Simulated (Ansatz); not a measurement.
# Ta2W3: properties of a relaxed candidate, part 2 of 2

Aim: for this structure of Ta2W3, repeat the electronic structure at other levels of theory.

Ansatz 0.2.0; DFT PBE, scalar-relativistic, plane waves, PAW.

**3. The same geometry with PBEsol**

The input, input.yaml:

```yaml
crystal:
  lattice:
    - [0.0, 2.3016840217, 11.409586062]
    - [1.6066878594, 0.0, 11.409586062]
    - [1.6066878594, 2.3016840217, 0.0]
  atoms:
    - { symbol: Ta, position: [0.6970796759, 0.6970796759, 0.3029203241] }
    - { symbol: Ta, position: [0.3029203241, 0.3029203241, 0.6970796759] }
    - { symbol: W, position: [0.0965963949, 0.0965963949, 0.9034036051] }
    - { symbol: W, position: [0.9034036051, 0.9034036051, 0.0965963949] }
    - { symbol: W, position: [0.5, 0.5, 0.5] }
basis:
  ecutwfc: 420
kpoints:
  mp_grid: { grid: [14, 14, 14] }
  band_path:
    path:
      - [[0.0, 0.0, 0.0], [0.5, 0.0, 0.5], [1.0, 0.5, 0.5], [0.5, 0.5, 0.0], [0.0, 0.0, 0.0], [0.0, 0.37677555, 0.37677555]]
      - [[1.0, 0.62322445, 0.62322445], [1.0, 0.5, 0.5]]
      - [[0.5, 0.0, 0.5], [0.5, 0.13313946, 0.63313946]]
      - [[0.5, 0.86686054, 0.36686054], [0.5, 0.5, 0.0]]
    npoints: 14
hamiltonian:
  xc: pbesol
scf:
  occupations: { method: gaussian, width: 0.1 }
  n_extra_bands: 12
output:
  forces: true
  stress: true
  eigenvalues: true
  populations: true
  dos: { projected: true, de: 0.02, nscf_kmesh: { grid: [17, 17, 17] } }
  bader: true
  write_density: true
  write_potential: true
  elf: true
  volumetric_format: npy
```

Command:

```sh
> ansatz run input.yaml --threads 4 --pin off --max-ram 8192MiB --backend cpu --events-out ev --progress --plain --runs-dir out
```

Output:

```text
Warning: RAYON_NUM_THREADS=4 ignored (pool sized by the plan → 4); use --threads N
basis.fft_grid_basis auto: the FFT boxes are laid along the combinations [[1, -1, 0], [0, 1, 0], [0, 0, 1]] of the cell's own vectors, 2.807, 11.522 and 2.807 Å long. The dense box has 20×80×20 points. Along the cell's own vectors, as sized, it would have 80×80×20, 4.00 times as many. basis.fft_grid_basis: typed keeps the cell's own vectors: state it where this run's energies or levels are differenced outside the engine with another run's, or held beside a run that keeps those vectors. Those combinations have planes normal to reciprocal vector 3, as the cell's own vectors have. Each planar average written beside output.write_density, output.write_potential has a row for each plane of the box: 20. The volumetric files lie along those combinations, not along the cell's own vectors: a cube or XSF file states them, and fields.json those of NumPy files.
scf.n_extra_bands = 12 over 34 filled bands (N_el = 68.0): the run solves 46 bands
Engine: ansatz 0.2.0, aarch64-unknown-linux-gnu
Pseudopotentials: kind: paw
Pseudopotential: Ta, paw, valence charge 13, recommended cutoff 420 eV (normal), Ta.paw.azcp
Pseudopotential: W, paw, valence charge 14, recommended cutoff 420 eV (normal), W.paw.azcp
Functional definition: PBEsol
  exchange = pbesol_x
  correlation = pbesol_c
Crystal: 5 atoms, lattice volume = 84.387 Å³
Basis set: ecut = 420 eV, 1645 PW (Γ), FFT grids on a1−a2, a2, a3, exchange–correlation on 40×160×40 points (8 copies of the dense FFT grid, shifted against one another)
Bands: 46, of which v1, the nominal top of the filled ones, is band 34 counted from 1 (33 counted from 0)
Symmetry: 8 space group operations
Space group: Fmmm (ITA 69), of the structure as read, at distance tolerance 4.4e-5 Å
k-points: 428 of 2744
Non-local potential: Ta, projectors of the file, l = 0: 3, l = 1: 2, l = 2: 2, l = 3: 1
Non-local potential: W, projectors of the file, l = 0: 3, l = 1: 2, l = 2: 2, l = 3: 1
PAW form: soft (Blöchl's): semilocal exchange-correlation on the pseudo side does not see the compensation charge
PAW frozen core: Ta, regenerated for the run's functional, and the local potential with it (the file was generated under x = pbe(κ = 0.804, μ = 0.2195149727645171), c = pbe(β = 0.06672455060314922))
PAW frozen core: W, regenerated for the run's functional, and the local potential with it (the file was generated under x = pbe(κ = 0.804, μ = 0.2195149727645171), c = pbe(β = 0.06672455060314922))
PAW one-centre angular grid: Ta, 590 points (default); XC on 64 Gauss nodes
PAW one-centre angular grid: W, 590 points (default); XC on 64 Gauss nodes
Initial density: superposition of atomic densities (neutral atoms: chi_scale 0, normalization atom), corrected by the library's trained network
Initial wavefunctions: pseudopotential atomic-orbital guess
Functional: x = pbesol(κ = 0.804, μ = 0.12345679012345678), c = pbesol(β = 0.046)
SCF iter   1: F=—  HF=-50382.926373 eV  |F-HF|=—  |Δ(HF+E_count)|=         —  Δρ=8.91e-3  dr2=1.28e0  ethr=1.77e-3  ⟨swp⟩=5.0  Hψ=75335  notcnv=0  defer=263
preconditioner: auto → Kerker (q_TF=auto, 2.632 Å⁻¹)  [metal: Δε(μ)=0.003 eV  Ē_g=5.743 eV  σ=0.100 eV  W_gap=0.02  n_scr=24 (ndim 8)  ℏωp=21.4 eV  f_vac=0.000  D(μ)=3.29/eV (n_scr^D=24)]
SCF iter   2: F=—  HF=-50382.896731 eV  |F-HF|=—  |Δ(HF+E_count)|=   2.96e-2  Δρ=5.40e-3  dr2=5.23e-1  ethr=1.77e-3  ⟨swp⟩=1.0  Hψ=23112  notcnv=0  defer=273
SCF iter   3: F=—  HF=-50382.875756 eV  |F-HF|=—  |Δ(HF+E_count)|=   2.10e-2  Δρ=7.54e-4  dr2=1.90e-3  ethr=7.69e-4  ⟨swp⟩=1.1  Hψ=17696  notcnv=0  defer=377
SCF iter   4: F=—  HF=-50382.875436 eV  |F-HF|=—  |Δ(HF+E_count)|=   3.20e-4  Δρ=1.35e-4  dr2=4.44e-5  ethr=2.79e-6  ⟨swp⟩=2.2  Hψ=22414  notcnv=0  defer=377
SCF iter   5: F=—  HF=-50382.875415 eV  |F-HF|=—  |Δ(HF+E_count)|=   2.05e-5  Δρ=3.04e-5  dr2=1.72e-6  ethr=6.53e-8  ⟨swp⟩=1.7  Hψ=22099  notcnv=0  defer=467
SCF iter   6: F=-50382.875415 eV  HF=-50382.875415 eV  |F-HF|=3.02e-8  |Δ(HF+E_count)|=   2.77e-7  Δρ=5.83e-6  dr2=4.38e-8  ethr=1.47e-10  ⟨swp⟩=14.1  Hψ=135035  notcnv=0
SCF 1 converged in 6 iterations: F = -50382.875415 eV  dr2 = 4.38e-8
NSCF: frozen V_eff on 116 k-points
NSCF: frozen V_eff on 729 k-points
SCF converged after 6 iterations
Free energy (F): -50382.875415 eV
Harris-Foulkes:  -50382.875415 eV  (|F-HF|=3.02e-8)
Internal energy: -50382.860548 eV  (E = F + TS)
E sigma→0 (E₀):  -50382.867982 eV
Entropy (-TS):   -0.014867 eV (-2.973 meV/atom)
Fermi energy:    20.285282 eV
--- Per-component energies (eV) ---
  E_band       = -487.905635
  E_kinetic    = 2079.100938
  E_local      = -3105.074329  (includes V_loc(G=0)·N_el)
  E_nonlocal   = 44.773881
  E_hartree    = 1113.431645
  E_xc         = -1228.256967
  E_vxc        = -1121.767307  (∫ρ·V_xc dr)
  E_paw        = -41853.238758  (= ΣΔE_a)
  E_vpaw       = -611.804253  (= ΣTr[D̂ρ^β])
  E_aug_tail   = 0.000093  (compensation charges beyond the density's cutoff)
  E_ewald      = -7434.689719
  E_core_change = 1.092669  (= ΣΔE_core)
  E_smearing   = -0.014867  (= −TS)
  E_closure    = 0.000000  (closes the sum)
  Σ components = -50382.875415   (vs F -50382.875415, Δ=0.00e0)
--- Forces (eV/Å), atoms counted from 1 ---
  atom   1  Ta     0.00000000     0.00000000    -0.05096181
  atom   2  Ta     0.00000000     0.00000000     0.05096181
  atom   3  W      0.00000000     0.00000000    -0.03995731
  atom   4  W      0.00000000     0.00000000     0.03995731
  atom   5  W      0.00000000     0.00000000     0.00000000
  max |Σ_I F_I| component: 0.00e0 eV/Å
--- Stress (GPa, compression-positive) ---
       -7.882826       0.000000       0.000000
        0.000000      -7.790028       0.000000
        0.000000       0.000000      -7.855112
  P = ⅓ Tr σ = -7.8427 GPa (-78.427 kbar)
--- Band table (eV; the first three rows and the last of 428) ---
  k-point 0: bands = ["-53.5021", "-53.2954", "-53.2833", "-46.7090", "-46.6599", "-18.1349", "-17.5942", "-17.5233", "-17.2620", "-17.2358", "-17.2073", "-17.1387", "-17.0658", "-17.0657", "-13.5702", "-13.0226", "-12.8807", "-12.7321", "-12.5949", "-12.5931", "11.5171", "13.2079", "13.4418", "14.7503", "15.3916", "17.4808", "18.2156", "19.1435", "19.4069", "19.5385", "19.5652", "19.6049", "20.1618", "20.3669", "20.4835", "20.7121", "21.5141", "22.1301", "22.2695", "22.4017", "22.7136", "22.7755", "22.9456", "23.1953", "23.9351", "24.0427"]
  k-point 1: bands = ["-53.4991", "-53.2929", "-53.2813", "-46.7047", "-46.6568", "-18.1236", "-17.6391", "-17.4932", "-17.2894", "-17.2831", "-17.1777", "-17.1619", "-17.0855", "-17.0843", "-13.5599", "-13.0357", "-12.8948", "-12.7629", "-12.6228", "-12.6188", "11.6938", "13.3289", "13.6321", "14.9205", "15.5690", "17.5064", "18.2275", "19.1233", "19.2133", "19.2893", "19.5503", "19.7802", "20.0596", "20.1554", "20.4241", "20.5248", "21.7824", "21.9933", "22.1608", "22.5577", "22.7091", "22.7356", "23.0752", "23.3118", "23.9400", "23.9451"]
  k-point 2: bands = ["-53.4905", "-53.2859", "-53.2759", "-46.6925", "-46.6482", "-18.0928", "-17.7278", "-17.4603", "-17.3838", "-17.3415", "-17.2370", "-17.1705", "-17.1188", "-17.1103", "-13.5318", "-13.0947", "-12.9347", "-12.8812", "-12.6773", "-12.6551", "12.2002", "13.6817", "14.1220", "15.3887", "16.0475", "17.5431", "18.2176", "18.8182", "18.9024", "19.0757", "19.3727", "19.5763", "19.7741", "19.9510", "20.0258", "20.8287", "21.8661", "22.0133", "22.3661", "22.5769", "22.6474", "23.0737", "23.2465", "23.4539", "23.8237", "24.0235"]
  k-point 427: bands = ["-53.5021", "-53.2954", "-53.2833", "-46.7090", "-46.6599", "-18.1354", "-17.5925", "-17.5233", "-17.2620", "-17.2357", "-17.2087", "-17.1388", "-17.0658", "-17.0657", "-13.5696", "-13.0231", "-12.8807", "-12.7321", "-12.5949", "-12.5931", "11.7243", "12.4010", "14.4106", "14.5856", "15.2619", "17.4679", "18.2987", "18.9251", "19.2861", "19.4406", "19.6940", "19.7282", "19.7873", "20.2768", "20.4085", "20.9852", "21.6084", "22.2800", "22.3397", "22.5057", "22.7137", "22.9525", "23.1863", "23.8398", "23.8772", "23.9622"]
--- Löwdin populations: 5 sites ---
  site symbol       q [e]
     0     Ta     12.9427
     1     Ta     12.9427
     2      W     13.8502
     3      W     13.8502
     4      W     13.8449
  spilling = 0.008371 (of n_electrons = 68.000000)
--- Bader charges: 5 sites ---
  site symbol  charge [e]  shift [e]
     0     Ta      0.1968     0.0000
     1     Ta      0.1968     0.0000
     2      W     -0.1978     0.0000
     3      W     -0.1978     0.0000
     4      W      0.0019     0.0000
  estimated error of the sums over rays = 3.6e-4 e
```

It took 2 min on 4 threads of Arm Neoverse N1, shared host; peak memory 1.9 GiB.

Per atom:

| atom | Löwdin electrons | Bader charge (e) | Bader volume (Å³) |
| --- | --- | --- | --- |
| Ta1 | 12.94 | +0.20 | 16.8 |
| Ta2 | 12.94 | +0.20 | 16.8 |
| W3 | 13.85 | -0.20 | 17.2 |
| W4 | 13.85 | -0.20 | 17.2 |
| W5 | 13.85 | +0.00 | 16.3 |

The Löwdin counts miss 0.57 of the 68 electrons, which the atomic orbitals do not span, so they are no charges.

bands.tsv at the labelled points (eV, zero at the Fermi level; the bands nearest the Fermi level):

```tsv
point	band 30	band 31	band 32	band 33	band 34	band 35	band 36	band 37
Γ	-0.75	-0.72	-0.68	-0.12	0.08	0.20	0.43	1.23
Y	-1.87	-0.83	-0.16	0.83	0.97	1.18	3.04	3.77
T	-1.49	-0.23	0.09	1.38	1.55	1.59	1.60	2.05
Z	-0.84	-0.59	-0.56	-0.50	-0.01	0.12	0.70	1.32
Γ	-0.75	-0.72	-0.68	-0.12	0.08	0.20	0.43	1.23
Σ0	-1.96	-1.38	-1.23	-1.16	-0.53	2.38	2.84	2.92
U0	-1.96	-1.38	-1.23	-1.16	-0.53	2.38	2.84	2.92
T	-1.49	-0.23	0.09	1.38	1.55	1.59	1.60	2.05
Y	-1.87	-0.83	-0.16	0.83	0.97	1.18	3.04	3.77
C0	-1.99	-1.97	-1.78	-0.38	0.62	0.74	2.19	2.91
A0	-1.99	-1.97	-1.78	-0.38	0.62	0.74	2.19	2.91
Z	-0.84	-0.59	-0.56	-0.50	-0.01	0.12	0.70	1.32
```

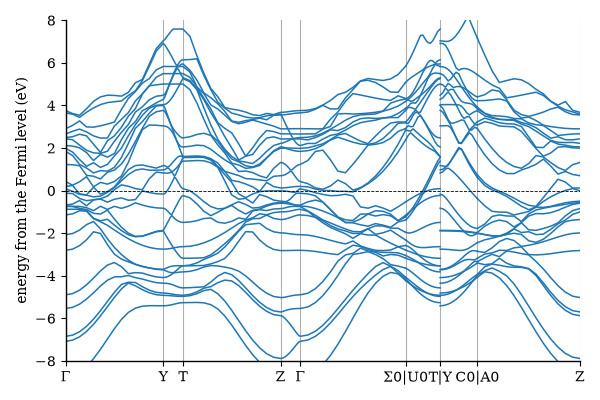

Bands along the path. Deeper bands lie below the window drawn.

States per cell in windows of 1 eV, from dos.tsv and pdos.tsv (zero at the Fermi level):

```
from  to  total  Ta 6s  Ta 5d  W 6s  W 5d
  -8  -7   0.35   0.08   0.00  0.23  0.01
  -7  -6   0.65   0.16   0.02  0.36  0.06
  -6  -5   1.86   0.26   0.13  0.62  0.78
  -5  -4   3.71   0.39   0.56  0.49  2.17
  -4  -3   3.92   0.30   1.18  0.15  2.19
  -3  -2   5.74   0.08   1.36  0.07  4.08
  -2  -1   6.53   0.11   2.39  0.23  3.53
  -1   0   5.16   0.19   2.45  0.21  1.97
   0   1   2.23   0.06   0.80  0.07  1.04
   1   2   3.86   0.04   0.97  0.05  2.68
   2   3   4.88   0.03   1.31  0.05  3.38
```

The solved bands begin to run out at 3.5 eV, so nothing above is shown.

Below -8 eV lie 40 or so more states.

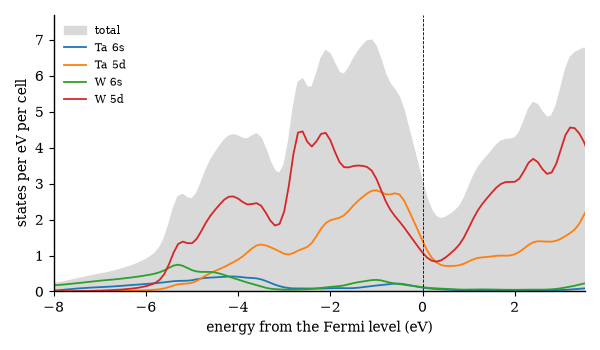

Total and projected density of states, smoothed over about 0.40 eV.

The maps below are laid out on this run's own conventional cell (a, b, c = 3.213, 4.603, 22.819 Å).

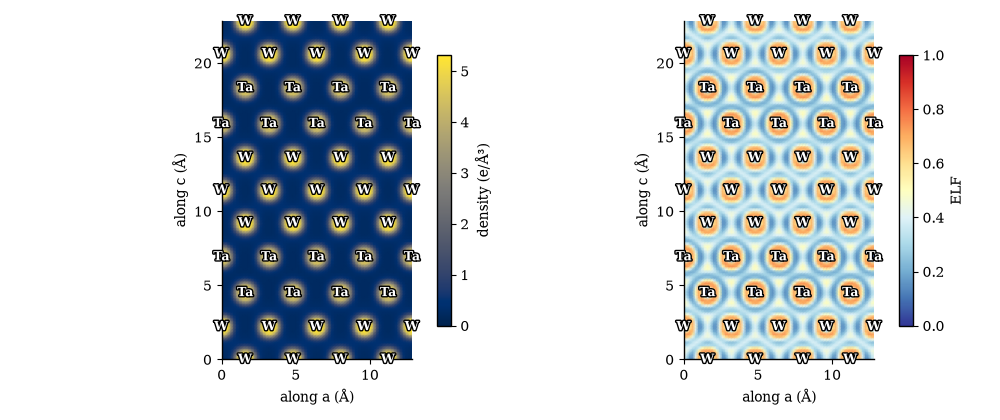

Density (left) and ELF (right) in a lattice plane of the grid's cell (edges 3.21 and 22.82 Å, at 0.000 of the third edge), which holds Ta and W. Only atoms in the plane are labelled. Both are smooth fields of the valence electrons: close to the nuclei they are not physical.

Maxima of ELF outside the ion cores: 0.56 between the atoms, 1.8 Å from Ta.

**4. The levels side by side**

| level | gap (eV) | pressure (GPa) | CPU time | against the first |
| --- | --- | --- | --- | --- |
| PBE | 0.00 | 0.0 | 8 min | × 1 |
| r2SCAN | 0.00 | -3.7 | 14 min | × 1.8 |
| PBEsol | 0.00 | -7.8 | 8 min | × 1 |

All at the geometry relaxed with the first.

**5. Outcome**

This closing draws on all 2 parts.

| quantity | value |
| --- | --- |
| gap (r2SCAN) | none (metal) |
| states at the Fermi level (r2SCAN) | 3.13 per eV per cell |
| Bader charges (r2SCAN) | Ta +0.24, W -0.24 to -0.00 e |
| gap (PBEsol) | none (metal) |
| states at the Fermi level (PBEsol) | 3.10 per eV per cell |
| Bader charges (PBEsol) | Ta +0.20, W -0.20 to +0.00 e |

What this shows: All levels find a metal. At this fixed cell PBEsol gives -7.8 GPa, so it would relax to a smaller volume. These runs have no spin-orbit coupling; with Ta, W it would split and shift bands.
